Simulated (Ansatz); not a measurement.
**BSiH5 (boranylsilane): levels of theory compared**

We compute a comparison of 6 runs (B3LYP/STO-3G, HSE06/STO-3G, UPBE/STO-3G, UPBE0/STO-3G, r2SCAN0/STO-3G, CCSDTQ/STO-3G) of BSiH5 (boranylsilane). 

The calculation is run with Ansatz 0.2.0.

47 further runs of the same task are left out: 47 set aside as unsound or not needed.

### Step 1. The structure to begin with

The species is BSiH5 (7 atoms), meant as a singlet with charge 0. As SMILES, `B[SiH3]`. The H4–B1 distance was set to 2.988 Å, away from the relaxed value. At this shape a bond of the SMILES string is far longer than usual.

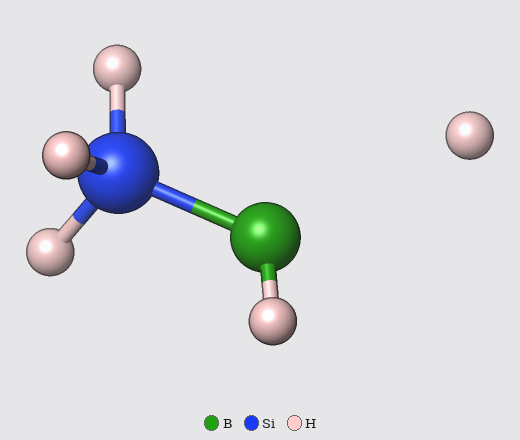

The structure, seen from a chosen angle (boron green, silicon blue, hydrogen pink).

### Step 2. A single-point energy at B3LYP/STO-3G (run 1)

molecule.yaml reads:

```yaml
crystal:
  periodic: [false, false, false]
  atoms:
    - symbol: B
      position_ang: [-1.467613, -0.118740, 0.007648]
    - symbol: Si
      position_ang: [-1.335313, 1.855560, -0.345152]
    - symbol: H
      position_ang: [-2.550413, -0.620340, 0.093448]
    - symbol: H
      position_ang: [0.906400, -1.902500, 0.335400]
    - symbol: H
      position_ang: [-2.040413, 2.163660, -1.623852]
    - symbol: H
      position_ang: [-2.048013, 2.586960, 0.742948]
    - symbol: H
      position_ang: [0.050087, 2.389060, -0.436152]
basis:
  gaussian:
    orbitals: STO-3G
accuracy: high
hamiltonian:
  xc: {name: B3LYP}
```

The run is started by

```
ansatz run molecule.yaml --threads 1 --pin off --max-ram 2610MiB --events-out events.jsonl --progress --plain --runs-dir runs
```

Standard output:

```text
Warning: RAYON_NUM_THREADS=1 ignored (pool sized by the plan → 1); use --threads N
Functional definition: B3LYP
  name "B3LYP"
  parameter a0 = 0.2
  parameter ax = 0.72
  parameter ac = 0.81
  exchange = (1 - a0 - ax)*slater_x + ax*b88_x + a0*exact_x
  correlation = (1 - ac)*vwn_rpa_c + ac*lyp_c
332 factors; integrals over basis functions are off by at most 9.7e-9 eV
mean field evaluation 1: about -8519.3978 eV, gradient 2.4e1 eV
mean field evaluation 2: about -8510.2043 eV, gradient 3.6e1 eV
mean field evaluation 4: about -8526.9843 eV, gradient 6.0e0 eV
mean field evaluation 8: about -8526.9843 eV, gradient 6.0e0 eV
mean field evaluation 16: about -8527.0684 eV, gradient 2.1e-8 eV
mean field -8527.06844055 eV, -313.3639853356 hartree, gradient 2.1e-8 eV, S^2 0.000000; 0 other end points of the search recorded, 0 dependent functions left out
reference -8527.06847298 eV, -313.3639865274 hartree; 12, 12 occupied and 7, 7 virtual orbitals, 332 factors
Total energy: -8527.06847298 eV, -313.3639865274 hartree
```

It took 1.2 s on 1 thread of Arm Neoverse V2, shared host; peak memory 0.099 GiB.

### Step 3. A single-point energy at HSE06/STO-3G (run 2)

input.yaml reads:

```yaml
crystal:
  periodic: [false, false, false]
  atoms:
    - {symbol: B, position_ang: [-1.467613, -0.118740, 0.007648]}
    - {symbol: Si, position_ang: [-1.335313, 1.855560, -0.345152]}
    - {symbol: H, position_ang: [-2.550413, -0.620340, 0.093448]}
    - {symbol: H, position_ang: [0.906400, -1.902500, 0.335400]}
    - {symbol: H, position_ang: [-2.040413, 2.163660, -1.623852]}
    - {symbol: H, position_ang: [-2.048013, 2.586960, 0.742948]}
    - {symbol: H, position_ang: [0.050087, 2.389060, -0.436152]}
basis:
  gaussian:
    orbitals: STO-3G
total_charge: 0
hamiltonian:
  xc: hse06
accuracy: high
```

The run is started by

```
ansatz run input.yaml --threads 1 --pin off --max-ram 2610MiB --events-out events.jsonl --progress --plain --runs-dir runs
```

Standard output:

```text
Warning: RAYON_NUM_THREADS=1 ignored (pool sized by the plan → 1); use --threads N
Functional definition: HSE06
  name "HSE06"
  parameter a = 0.25
  parameter omega = 0.11/bohr
  exchange = pbe_x - a*pbe_x_sr(omega) + a*exact_x_sr(omega)
  correlation = pbe_c
332 factors; integrals over basis functions are off by at most 9.7e-9 eV
66 factors; integrals over basis functions are off by at most 1.5e-9 eV
mean field evaluation 1: about -8514.4492 eV, gradient 2.4e1 eV
mean field evaluation 2: about -8505.1500 eV, gradient 3.6e1 eV
mean field evaluation 4: about -8520.8308 eV, gradient 1.3e1 eV
mean field evaluation 8: about -8520.7610 eV, gradient 1.3e1 eV
mean field -8521.68675180 eV, -313.1662119218 hartree, gradient 2.3e-8 eV, S^2 0.000000; 0 other end points of the search recorded, 0 dependent functions left out
reference -8521.68675404 eV, -313.1662120041 hartree; 12, 12 occupied and 7, 7 virtual orbitals, 332 factors
Total energy: -8521.68675404 eV, -313.1662120041 hartree
```

Run time: 1.4 s. Hardware: 1 thread of Arm Neoverse V2, shared host; peak memory 0.099 GiB.

Runs 3 to 5 aren't shown in full; the table further down has their settings and results.

### Step 4. The energy at CCSDTQ/STO-3G (run 6)

in.yaml reads:

```yaml
crystal:
  periodic: [false, false, false]
  atoms:
    - {symbol: B, position_ang: [-1.467613, -0.118740, 0.007648]}
    - {symbol: Si, position_ang: [-1.335313, 1.855560, -0.345152]}
    - {symbol: H, position_ang: [-2.550413, -0.620340, 0.093448]}
    - {symbol: H, position_ang: [0.906400, -1.902500, 0.335400]}
    - {symbol: H, position_ang: [-2.040413, 2.163660, -1.623852]}
    - {symbol: H, position_ang: [-2.048013, 2.586960, 0.742948]}
    - {symbol: H, position_ang: [0.050087, 2.389060, -0.436152]}
basis:
  gaussian: {orbitals: STO-3G}
correlation: {method: ccsdtq, frozen_orbitals: {B: 1, H: 0, Si: 5}}
accuracy: high
scf: {omitted_lower_state_checks: [cluster_reference, increment]}
```

The run is started by

```
ansatz run in.yaml --threads 1 --pin off --max-ram 2610MiB --events-out events.jsonl --progress --plain --runs-dir runs
```

Standard output:

```text
Warning: RAYON_NUM_THREADS=1 ignored (pool sized by the plan → 1); use --threads N
[... 12 lines left out ...]
6 core orbitals not correlated: weight in the atoms' cores, before any rotation towards them, 1.000 or more for the frozen orbitals, at most 0.000 for the correlated occupied ones
[... 37 lines left out ...]
WARN: these amplitudes may be one of several solutions (largest doubles amplitude 0.78, level shift 11.51 eV)
Total energy: -8510.42300157 eV, -312.7522767358 hartree
Checks for a lower state left out: cluster_reference, increment
```

Run time: 4.8 s. Hardware: 1 thread of Arm Neoverse V2, shared host; peak memory 0.099 GiB.

### Step 5. The series

```
run           level  frozen core orbitals  energy (Eh)  wall time
  1    B3LYP/STO-3G                     –  -313.363987      1.2 s
  2    HSE06/STO-3G                     –  -313.166212      1.4 s
  3     UPBE/STO-3G                     –  -313.183297      4.2 s
  4    UPBE0/STO-3G                     –  -313.244031      4.5 s
  5  r2SCAN0/STO-3G                     –  -313.285718      2.4 s
  6   CCSDTQ/STO-3G                     6  -312.752277      4.8 s
```

### Step 6. What came out

| quantity | value |
| --- | --- |
| run 6: total energy | -312.75228 Eh |
| run 6: correlation energy (6 core orbitals frozen) | -279.4 mEh |
| run 6: T1 diagnostic | 0.040 |

Totals of different functionals can't be ranked against each other. In run 6 the log says that unrestricted orbitals would lower the reference, so the values rest on an unstable closed-shell determinant (other closed-shell runs at this shape may share the fault). In runs 1, 2, 3, 4, 5, 6 the basis is minimal, so the values are rough. Spin contamination of the reference: run 4 ⟨S²⟩ = 0.96, run 3 ⟨S²⟩ = 0.94. Where it is this large, the reference is a mixture of spin states, and values that rest on it are in doubt. All runs together took 18 s, the longest 4.8 s.
